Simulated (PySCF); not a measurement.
# C3H9O2Si (doublet): what the fields show

The calculation's input:

```
{"job": {"kind": "epr", "basis": "pcH-1"}, "charge": 0, "multiplicity": 2}
C      2.628879     0.155879    -0.461092
C      1.521391    -0.685835    -0.026486
Si    -0.121260     0.138742    -0.591109
O     -0.254177     1.657176    -0.009962
O     -1.305659    -0.746780     0.056552
C     -2.674434    -0.449130     0.088017
H      3.011553     0.077660    -1.459383
H      2.945085     0.990901     0.134089
H      1.500626    -0.786157     1.058266
H      1.581642    -1.677643    -0.468187
H     -0.204325     0.195162    -2.051181
H      0.466393     2.275040    -0.093407
H     -2.837203     0.586077     0.389036
H     -3.116278    -0.603379    -0.898673
H     -3.146646    -1.119723     0.805953
```

Launched as:

```sh
OMP_NUM_THREADS=1 python probes_run.py task.json out
```

Geometry: GFN2-xTB.

Level of theory: UKS B3LYP, pcH-1 on C H O Si, non-relativistic, mean-field spin-orbit, GIAO in PySCF.

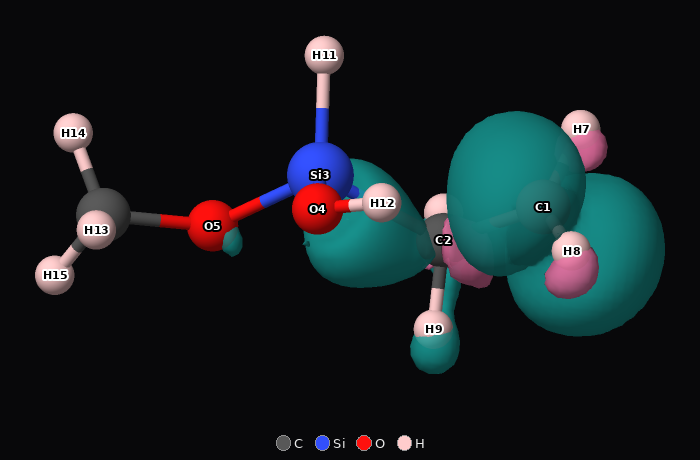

Figure 1. Isosurfaces of the spin density at +0.02 (teal) and −0.02 e/Å³ (pink), seen from one side.

Describe the spin distribution.

Answer. The unpaired spin (1 electron) lies mostly on C1 (about 0.7), C2 (about 0.1), Si3 (about 0.1) and H8 (about 0.1), in electrons by Hirshfeld's partition.

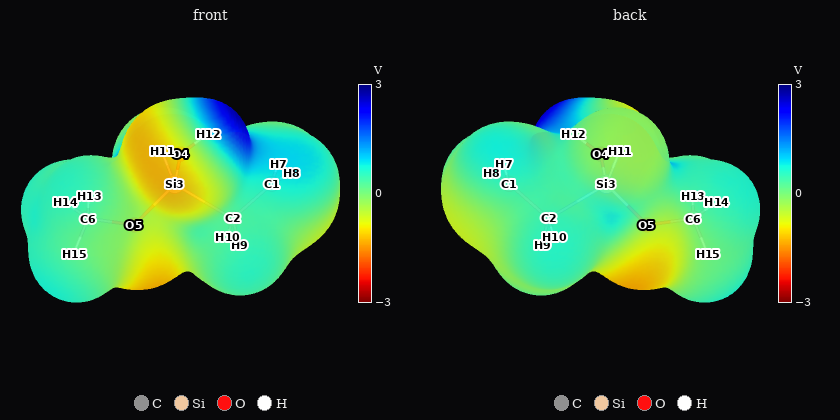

Figure 2. The electrostatic potential painted on the density surface at 0.002 e/bohr³, seen from the front and from behind; the colour scale runs from red (negative) to blue (positive).

Describe the electrostatic potential map.

Answer. The most negative region (about −1.3 V, or −30 kcal/mol for a unit charge) lies over O4 and O5, the most positive (about +2.6 V, or +60 kcal/mol for a unit charge) over H12.

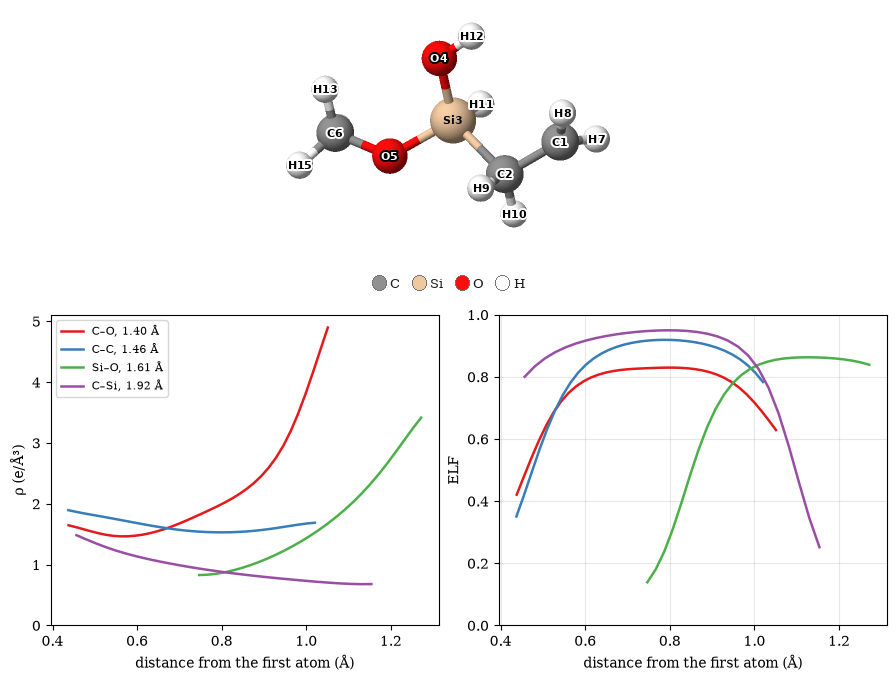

Figure 3. Total electron density and electron localisation function along straight lines between neighbouring atoms. The curves leave out the atomic cores. The structure is drawn too.

Compare the contacts.

Answer. C–O (1.40 Å): ρ at the midpoint is about 1.7 e/Å³, with its minimum of 1.5 e/Å³ about 0.6 Å from C; the ELF peaks at about 0.85 between the atoms; a shared but strongly polarised pair.
C–C (1.46 Å): ρ is about 1.6 e/Å³ halfway; the ELF peaks at about 0.90 between the atoms: a covalent bond.
Si–O (1.61 Å): ρ is about 0.87 e/Å³ halfway; the ELF peaks at about 0.85 between the atoms (a short, strongly polar bond).
C–Si (1.92 Å): ρ is about 0.76 e/Å³ halfway, with its minimum of 0.68 e/Å³ about 1.1 Å from C; the ELF peaks at about 0.95 between the atoms: a covalent bond.
